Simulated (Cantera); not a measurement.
A closed system holds: 1 mol Si, 1.2 mol Cl₂, 13 mol H₂, held at 0.330 bar.

These are equilibrium values from Cantera (NASA tables, ideal gas, pure condensed phases), not measurements of a reactor. Candidate condensed phases: Si; 19 gas species. The tables' values for SiCl₃ are old estimates; treat these amounts as uncertain. Rates play no part.

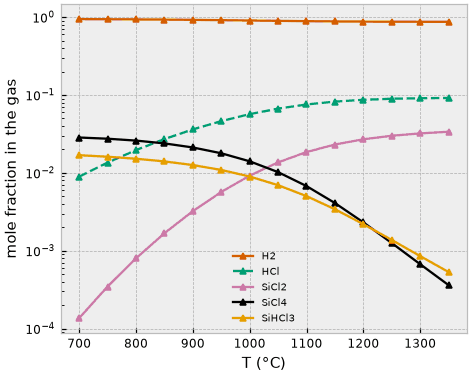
Figure. Equilibrium gas composition (values under 1e-9 drawn at 1e-9)

Question: Read off the mole fractions at 850 °C.

Answer: H₂ about 0.93, HCl about 0.027, SiCl₄ about 0.024, SiHCl₃ about 0.014, SiCl₂ about 0.0017.
